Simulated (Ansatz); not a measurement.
**C4H8O (butyraldehyde) at HSE06/6-31G(d) (spherical functions)**

Aim: the vertical ionisation energy of C4H8O (butyraldehyde) at HSE06/6-31G* (spherical functions), from 2 runs. 

The results are computed with Ansatz 0.2.0.

49 further runs of the same task are left out: 49 set aside as unsound or not needed.

### 1 The molecule

C4H8O has 13 atoms, charge 0, and is taken as a singlet. As SMILES, `CCCC=O`. The coordinates come from a PBE0-D4/def2-TZVP relaxation. This is one conformer, not always the lowest.

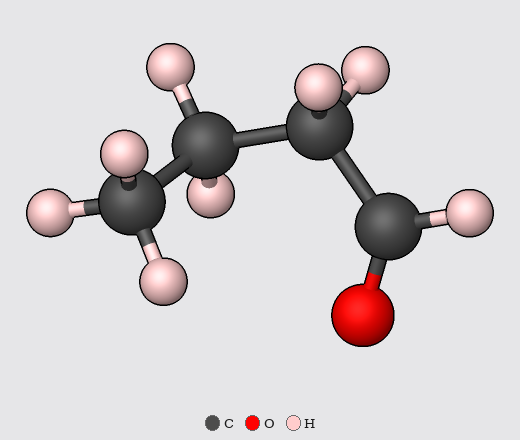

The structure, seen from a chosen angle (carbon dark grey, oxygen red, hydrogen pink).

### 2 A single-point energy at HSE06/6-31G(d) (spherical functions)

Input file run.yaml:

```yaml
crystal:
  periodic: [false, false, false]
  atoms:
    - symbol: C
      position_ang: [-1.358800, 0.247600, 0.768800]
    - symbol: C
      position_ang: [0.157400, 0.343500, 0.817500]
    - symbol: C
      position_ang: [0.841700, -0.545800, -0.204400]
    - symbol: C
      position_ang: [0.730100, -0.083300, -1.626300]
    - symbol: O
      position_ang: [0.239700, 0.954200, -1.979300]
    - symbol: H
      position_ang: [-1.817000, 0.888100, 1.525300]
    - symbol: H
      position_ang: [-1.694400, -0.776900, 0.955600]
    - symbol: H
      position_ang: [-1.740200, 0.557700, -0.205500]
    - symbol: H
      position_ang: [0.513100, 0.070500, 1.815300]
    - symbol: H
      position_ang: [0.465500, 1.378500, 0.645000]
    - symbol: H
      position_ang: [0.464500, -1.576800, -0.164500]
    - symbol: H
      position_ang: [1.919000, -0.637400, -0.005700]
    - symbol: H
      position_ang: [1.164600, -0.781200, -2.376600]
basis:
  gaussian: {orbitals: 6-31G_st_-spherical.json}
hamiltonian: {xc: hse06}
accuracy: high
output: {orbitals: {seedname: orbitals}}
```

The basis set 6-31G* is read from a file made from the Basis Set Exchange's data (not shown).

The run is started by

```
$ ansatz run run.yaml --threads 1 --pin off --max-ram 3480MiB --events-out events.jsonl --progress --plain --runs-dir runs
```

What it wrote:

```text
Warning: RAYON_NUM_THREADS=1 ignored (pool sized by the plan → 1); use --threads N
Functional definition: HSE06
  name "HSE06"
  parameter a = 0.25
  parameter omega = 0.11/bohr
  exchange = pbe_x - a*pbe_x_sr(omega) + a*exact_x_sr(omega)
  correlation = pbe_c
2180 factors; integrals over basis functions are off by at most 3.1e-9 eV
110 factors; integrals over basis functions are off by at most 9.9e-10 eV
mean field evaluation 1: about -6309.9712 eV, gradient 5.7e1 eV
mean field evaluation 2: about -6302.3293 eV, gradient 8.3e1 eV
mean field evaluation 4: about -6317.1267 eV, gradient 3.8e0 eV
mean field evaluation 8: about -6317.5023 eV, gradient 3.5e-1 eV
mean field evaluation 16: about -6317.5027 eV, gradient 7.1e-5 eV
mean field -6317.50266483 eV, -232.1639407755 hartree, gradient 3.2e-8 eV, S^2 0.000000; 0 other end points of the search recorded, 0 dependent functions left out
reference -6317.50266720 eV, -232.1639408626 hartree; 20, 20 occupied and 66, 66 virtual orbitals, 2180 factors
Total energy: -6317.50266720 eV, -232.1639408626 hartree
```

Run time: 16 s. Hardware: 1 thread of AMD EPYC 7R43 (Zen 3), shared host; peak memory 0.33 GiB.

### 3 The doublet cation at the same level

Input file input.yaml:

```yaml
crystal:
  periodic: [false, false, false]
  atoms:
    - {symbol: C, position_ang: [-1.358800, 0.247600, 0.768800]}
    - {symbol: C, position_ang: [0.157400, 0.343500, 0.817500]}
    - {symbol: C, position_ang: [0.841700, -0.545800, -0.204400]}
    - {symbol: C, position_ang: [0.730100, -0.083300, -1.626300]}
    - {symbol: O, position_ang: [0.239700, 0.954200, -1.979300]}
    - {symbol: H, position_ang: [-1.817000, 0.888100, 1.525300]}
    - {symbol: H, position_ang: [-1.694400, -0.776900, 0.955600]}
    - {symbol: H, position_ang: [-1.740200, 0.557700, -0.205500]}
    - {symbol: H, position_ang: [0.513100, 0.070500, 1.815300]}
    - {symbol: H, position_ang: [0.465500, 1.378500, 0.645000]}
    - {symbol: H, position_ang: [0.464500, -1.576800, -0.164500]}
    - {symbol: H, position_ang: [1.919000, -0.637400, -0.005700]}
    - {symbol: H, position_ang: [1.164600, -0.781200, -2.376600]}
basis:
  gaussian: {orbitals: 6-31G_st_-spherical.json}
total_charge: 1
magnetization: {spin_polarized: true, initial_magnetization: 1}
hamiltonian: {xc: {name: HSE06}}
accuracy: high
output: {orbitals: {seedname: orbitals}}
```

The basis set 6-31G* is read from a file made from the Basis Set Exchange's data (not shown).

The run is started by

```
$ ansatz run input.yaml --threads 1 --pin off --max-ram 3480MiB --events-out events.jsonl --progress --plain --runs-dir runs
```

What it wrote (excerpt; [...] marks lines left out):

```text
Warning: RAYON_NUM_THREADS=1 ignored (pool sized by the plan → 1); use --threads N
[... 6 set-up lines as earlier in the session ...]
2180 factors; integrals over basis functions are off by at most 3.1e-9 eV
110 factors; integrals over basis functions are off by at most 9.9e-10 eV
mean field evaluation 1: about -6296.4868 eV, gradient 4.8e1 eV
mean field evaluation 2: about -6280.3200 eV, gradient 6.9e1 eV
mean field evaluation 4: about -6307.3260 eV, gradient 6.9e0 eV
mean field evaluation 8: about -6307.8832 eV, gradient 1.1e0 eV
mean field evaluation 16: about -6307.8915 eV, gradient 4.8e-3 eV
mean field evaluation 32: about -6307.8915 eV, gradient 9.4e-8 eV
mean field -6307.89147159 eV, -231.8107359386 hartree, gradient 9.4e-8 eV, S^2 0.757422; 1 other end points of the search recorded, 0 dependent functions left out
reference -6307.89147404 eV, -231.8107360285 hartree; 20, 19 occupied and 66, 67 virtual orbitals, 2180 factors
Total energy: -6307.89147404 eV, -231.8107360285 hartree
```

It took 29 s on 1 thread of AMD EPYC 7R43 (Zen 3), shared host; peak memory 0.47 GiB.

### 4 Results

At HSE06/6-31G* (spherical functions):

```
                                          quantity          value
                       singlet C4H8O: total energy  -232.16394 Eh
                        singlet C4H8O: HOMO energy       -6.73 eV
                        singlet C4H8O: LUMO energy       -0.59 eV
                      singlet C4H8O: HOMO–LUMO gap        6.14 eV
                      doublet cation: total energy  -231.81074 Eh
doublet cation: HOMO energy (highest over α and β)      -14.07 eV
 doublet cation: LUMO energy (lowest over α and β)      -12.42 eV
                              doublet cation: ⟨S²⟩          0.757
vertical ionisation energy (to the doublet cation)       9.611 eV
```

The vertical ionisation energy comes to 9.61 eV (222 kcal/mol). The negative HOMO energy of the first species, 6.73 eV, lies 2.88 eV below that difference.
